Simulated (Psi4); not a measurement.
# MoO3 (molybdenum trioxide): HSE06/def2-SVPD (core potential)

What is the energy change on altering one bond length of MoO3 (molybdenum trioxide) at HSE06/def2-SVPD (core potential)? Input form: a QCSchema input.

Program for the calculation: Psi4 1.11.

3 further runs of the same task are left out: 1 that didn't finish, 2 set aside as unsound or not needed.

### 1 The system as given

MoO3: 4 atoms, total charge 0, spin state singlet. SMILES: `[O]=[Mo](=[O])=[O]`. Geometry: relaxed at PBE0-D4/def2-TZVP.

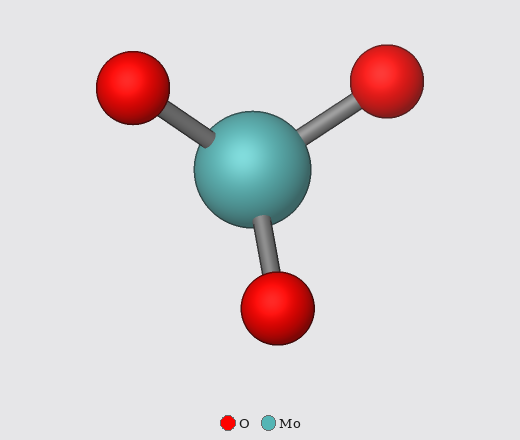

The structure, seen from a chosen angle (oxygen red, molybdenum teal).

### 2 A single-point energy at HSE06/def2-SVPD (core potential)

File moo3.json:

```json
{
  "schema_name": "qcschema_input",
  "schema_version": 1,
  "molecule": {
    "schema_name": "qcschema_molecule",
    "schema_version": 2,
    "symbols": ["O", "Mo", "O", "O"],
    "geometry": [-1.82925489, -0.28308097, 2.38577923, -0.26097118, -0.63589284, -0.37851214, 2.84781727, -1.14819759, 0.16780768, -0.65233346, 1.95322092, -2.21362518],
    "molecular_charge": 0,
    "molecular_multiplicity": 1,
    "fix_symmetry": "c1"
  },
  "driver": "energy",
  "model": {
    "method": "hse06",
    "basis": "def2-SVPD"
  },
  "keywords": {
    "puream": true,
    "e_convergence": 1e-09,
    "d_convergence": 1e-08,
    "scf_type": "pk",
    "dft_radial_points": 99,
    "dft_spherical_points": 590,
    "scf_properties": ["DIPOLE", "QUADRUPOLE", "LOWDIN_CHARGES"]
  }
}
```

On the command line:

```bash
$ psi4 --qcschema moo3.json -n 1 --memory 1600MB
```

stdout, cut to the lines that bear on the results:

```text
[...]
    !!!  WARNING: ECP capability is in beta. Please check occupations closely.  !!!
[...]
  Running in c1 symmetry.
[...]
  Nuclear repulsion =  141.662163929513753
[...]
  Multiplicity = 1
[...]
  Nalpha       = 19
  Nbeta        = 19
[...]
    Number of basis functions: 103
[...]
   @RKS iter   1:  -292.19207682328295    4.71189e-01   1.70414e-02 DIIS/ADIIS
[...]
   @RKS iter  14:  -293.52853186179522    1.87015e-11   8.06084e-09 DIIS
[...]
    Orbital Energies [Eh]
    ---------------------
    Doubly Occupied:
       1A    -19.236860     2A    -19.236845     3A    -19.236822
       4A     -2.719934     5A     -1.721801     6A     -1.721788
       7A     -1.709642     8A     -0.938885     9A     -0.921957
      10A     -0.921941    11A     -0.453194    12A     -0.453189
      13A     -0.425901    14A     -0.425881    15A     -0.422680
      16A     -0.346898    17A     -0.330359    18A     -0.330357
      19A     -0.324137
[...]
  @RKS Final Energy:  -293.52853186179522
   => Energetics <=
    Nuclear Repulsion Energy =            141.6621639295137527
    One-Electron Energy =                -708.0254278866250388
    Two-Electron Energy =                 298.7566537074136477
    DFT Exchange-Correlation Energy =     -25.9219216120976199
    Empirical Dispersion Energy =           0.0000000000000000
    VV10 Nonlocal Energy =                  0.0000000000000000
    Total Energy =                       -293.5285318617952157
[...]
 Multipole Moments:
 ------------------------------------------------------------------------------------
     Multipole            Electronic (a.u.)      Nuclear  (a.u.)        Total (a.u.)
 ------------------------------------------------------------------------------------
 L = 1.  Multiply by 2.5417464519 to convert [e a0] to [Debye]
 Dipole X            :         -5.1344930            4.4055885           -0.7289044
 Dipole Y            :        -10.8555697            9.3146936           -1.5408762
 Dipole Z            :         -6.5927168            5.6567727           -0.9359441
 Magnitude           :                                                    1.9446317
 L = 2.  Multiply by 1.3450342976 to convert [e a0^2] to [Debye ang]
 Quadrupole XX       :       -127.4525761           96.5046717          -30.9479044
 Quadrupole XY       :         31.4153965          -28.8962709            2.5191255
[...]
```

The result, in JSON:

```text
{
 "driver": "energy",
 "model": {
  "method": "hse06",
  "basis": "def2-SVPD"
 },
 "success": true,
 "return_result": -293.5285318617952,
 "properties": {
  "calcinfo_nbasis": 103,
  "calcinfo_nmo": 103,
  "calcinfo_nalpha": 19,
  "calcinfo_nbeta": 19,
  "calcinfo_natom": 4,
  "nuclear_repulsion_energy": 141.66216392951375,
  "return_energy": -293.5285318617952,
  "scf_one_electron_energy": -708.025427886625,
  "scf_two_electron_energy": 298.75665370741365,
  "scf_xc_energy": -25.92192161209762,
  "scf_dipole_moment": [-0.7289044480514058, -1.5408761879856794, -0.9359441325412998],
  "scf_total_energy": -293.5285318617952,
  "scf_iterations": 14
 }
}
```

It took 20 s on 1 thread of Intel Xeon 6975P-C (Granite Rapids), shared host; peak memory 0.73 GiB.

### 3 The distorted shape: energy and gradient at HSE06/def2-SVPD (core potential)

File input.json:

```json
{
  "schema_name": "qcschema_input",
  "schema_version": 1,
  "molecule": {
    "schema_name": "qcschema_molecule",
    "schema_version": 2,
    "symbols": ["O", "Mo", "O", "O"],
    "geometry": [-4.31628565, 0.12676283, 1.94872337, -2.74800194, -0.22604904, -0.815568, 2.84781727, -1.14819759, 0.16780768, -3.13936422, 2.36306472, -2.65068104],
    "molecular_charge": 0,
    "molecular_multiplicity": 1,
    "fix_symmetry": "c1",
    "fix_com": true,
    "fix_orientation": true
  },
  "driver": "gradient",
  "model": {
    "method": "hse06",
    "basis": "def2-SVPD"
  },
  "keywords": {
    "puream": true,
    "e_convergence": 1e-09,
    "d_convergence": 1e-08,
    "scf_type": "pk",
    "dft_radial_points": 99,
    "dft_spherical_points": 590
  }
}
```

On the command line:

```bash
$ psi4 --qcschema input.json -n 1 --memory 1600MB
```

stdout, cut to the lines that bear on the results:

```text
[...]
    !!!  WARNING: ECP capability is in beta. Please check occupations closely.  !!!
[...]
  Running in c1 symmetry.
[...]
  Nuclear repulsion =  118.791893758417714
[...]
  Multiplicity = 1
[...]
  Nalpha       = 19
  Nbeta        = 19
[...]
    Number of basis functions: 103
[...]
   @RKS iter   1:  -290.98920376560523    1.30555e+00   1.88599e-02 ADIIS/DIIS
[...]
   @RKS iter  27:  -293.26176306012582    4.78622e-11   4.76172e-09 DIIS
[...]
  @RKS Final Energy:  -293.26176306012582
   => Energetics <=
    Nuclear Repulsion Energy =            118.7918937584177144
    One-Electron Energy =                -661.5722072775898823
    Two-Electron Energy =                 275.2141749135412852
    DFT Exchange-Correlation Energy =     -25.6956244544949222
    Empirical Dispersion Energy =           0.0000000000000000
    VV10 Nonlocal Energy =                  0.0000000000000000
    Total Energy =                       -293.2617630601258156
[...]
 Multipole Moments:
 ------------------------------------------------------------------------------------
     Multipole            Electronic (a.u.)      Nuclear  (a.u.)        Total (a.u.)
 ------------------------------------------------------------------------------------
 L = 1.  Multiply by 2.5417464519 to convert [e a0] to [Debye]
 Dipole X            :         73.8187505          -75.3346880           -1.5159374
 Dipole Y            :         -8.6243149            7.5683531           -1.0559617
 Dipole Z            :         14.7896495          -15.6911519           -0.9015024
 Magnitude           :                                                    2.0556819
[...]
  -Total Gradient:
     Atom            X                  Y                   Z
    ------   -----------------  -----------------  -----------------
       1       -0.013005499790     0.001255416428     0.029869036444
       2       -0.043222858074    -0.018766901909    -0.020245527219
       3        0.056420561466    -0.008069424643     0.010512359700
       4       -0.000188229557     0.025543004468    -0.020153309509
[...]
```

The result, in JSON:

```text
{
 "driver": "gradient",
 "model": {
  "method": "hse06",
  "basis": "def2-SVPD"
 },
 "success": true,
 "return_result": [-0.013005499790355049, 0.0012554164280502364, 0.0298690364439069, -0.04322285807383225, -0.018766901909437528, -0.020245527218972312, 0.05642056146624183, -0.008069424642629412, 0.010512359699873023, -0.00018822955720098483, 0.02554300446764371, -0.02015330950899362],
 "properties": {
  "calcinfo_nbasis": 103,
  "calcinfo_nmo": 103,
  "calcinfo_nalpha": 19,
  "calcinfo_nbeta": 19,
  "calcinfo_natom": 4,
  "nuclear_repulsion_energy": 118.79189375841771,
  "return_energy": -293.2617630601258,
  "return_gradient": [-0.013005499790355049, 0.0012554164280502364, 0.0298690364439069, -0.04322285807383225, -0.018766901909437528, -0.020245527218972312, 0.05642056146624183, -0.008069424642629412, 0.010512359699873023, -0.00018822955720098483, 0.02554300446764371, -0.02015330950899362],
  "scf_one_electron_energy": -661.5722072775899,
  "scf_two_electron_energy": 275.2141749135413,
  "scf_xc_energy": -25.695624454494922,
  "scf_dipole_moment": [-1.5159374121838596, -1.0559617492275546, -0.9015024330445627],
  "scf_total_energy": -293.2617630601258,
  "scf_total_gradient": [-0.013005499790355049, 0.0012554164280502364, 0.0298690364439069, -0.04322285807383225, -0.018766901909437528, -0.020245527218972312, 0.05642056146624183, -0.008069424642629412, 0.010512359699873023, -0.00018822955720098483, 0.02554300446764371, -0.02015330950899362],
  "scf_iterations": 27
 }
}
```

Run time: 41 s. Hardware: 1 thread of Intel Xeon 6975P-C (Granite Rapids), shared host; peak memory 0.81 GiB.

### 4 Results

Level: HSE06/def2-SVPD (core potential).

| quantity | value |
| --- | --- |
| first shape: total energy | -293.52853 Eh |
| first shape: dipole moment | 4.94 D |
| first shape: HOMO energy | -8.82 eV |
| first shape: LUMO energy | -5.21 eV |
| first shape: HOMO–LUMO gap | 3.61 eV |
| distorted shape: total energy | -293.26176 Eh |
| distorted shape: dipole moment | 5.23 D |
| distorted shape: HOMO energy | -7.03 eV |
| distorted shape: LUMO energy | -6.19 eV |
| distorted shape: HOMO–LUMO gap | 0.84 eV |
| distorted shape: largest force on an atom | 2.980 eV/Å |
| energy change with the Mo2–O3 bond stretched from 1.692 to 3.046 Å | 7.259 eV |

In words: With the Mo2–O3 bond stretched from 1.692 to 3.046 Å the energy rises by 7.26 eV (167 kcal/mol). The first shape isn't relaxed at this level, so the change isn't measured from a minimum. A restricted reference can't describe the breaking bond well at this length.
